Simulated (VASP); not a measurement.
Data:

```
CELL_PARAMETERS angstrom
      2.96964     0.00000     0.00000
      0.00000     2.96964     0.00000
      0.00000     0.00000     2.96964
ATOMIC_POSITIONS crystal
  Ti 0.00000 0.00000 0.00000
  Co 0.50000 0.50000 0.50000
```

The numbers are results of PBE GGA, VASP's PBE PAW potentials (set 64) (plane waves; VASP 6.6.1), not measurements. Run with 520 eV cut-off, 14×14×14 Γ-centred mesh, tetrahedra with Blöchl corrections, potentials Ti_sv Co.

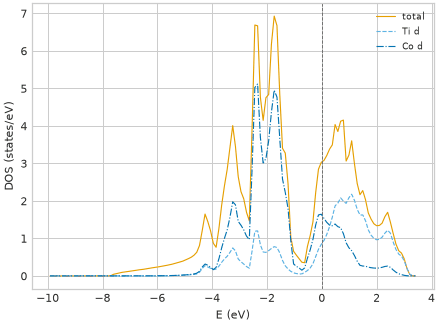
*Total and projected density of states, zero at the Fermi level*

Within 2 eV below the Fermi level the largest weight inside VASP's projection spheres is Co d, then Ti d.

It has no gap at this level: it comes out as a metal or semimetal.

The compound is TiCo in the CsCl type structure. It was relaxed first. The run is not spin-polarised, so no magnetic state was tried. The electron count is odd and the run is not spin-polarised, which forces a metal.
